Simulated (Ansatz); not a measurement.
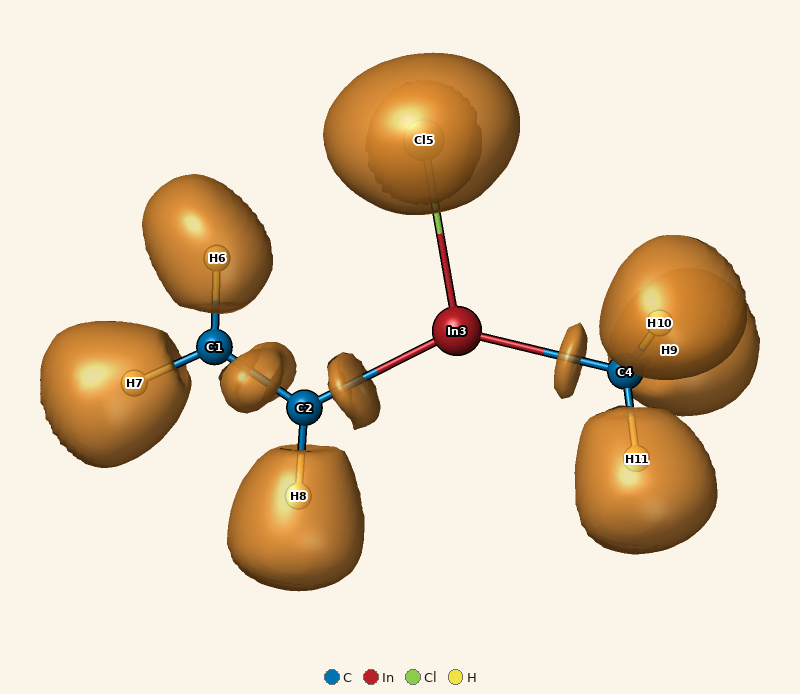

*C$_{3}$H$_{6}$ClIn. Isosurface of the electron localisation function at 0.8 (orange), seen at a tilt. Core shells and regions of very low density are left out.*

Core potentials replace the inner electrons of In.

Computed with Ansatz, RKS PBE0-D4/def2-SVP.

```xyz
11

C     0.0301    2.5021    0.6071
C     0.3166    1.2498    0.9820
In   -0.1029   -0.3660   -0.3425
C     0.0469   -2.5017   -0.4260
Cl   -1.0430    0.5714   -2.3264
H    -0.4167    2.7237   -0.3696
H     0.2290    3.3631    1.2586
H     0.7633    1.0744    1.9684
H    -0.9545   -2.9311   -0.2727
H     0.4038   -2.7958   -1.4229
H     0.7275   -2.8899    0.3441
```

Q: What do the ELF domains correspond to?

A: The surface consists of one region between bonded C–C atoms (shared pairs), six regions around hydrogen nuclei, two lobes of the valence shell of C pointing towards In (polar bonds) and one region wrapped around Cl (its valence shell).

Values along the shortest contacts:
C–C (1.34 Å): the ELF peaks at about 0.95 between the atoms; a short, multiple covalent bond. C–In (2.13 Å): the ELF peaks at about 0.90 in the valence shell of C, 0.7 Å from its nucleus, and drops to about 0.20 between the two atoms.
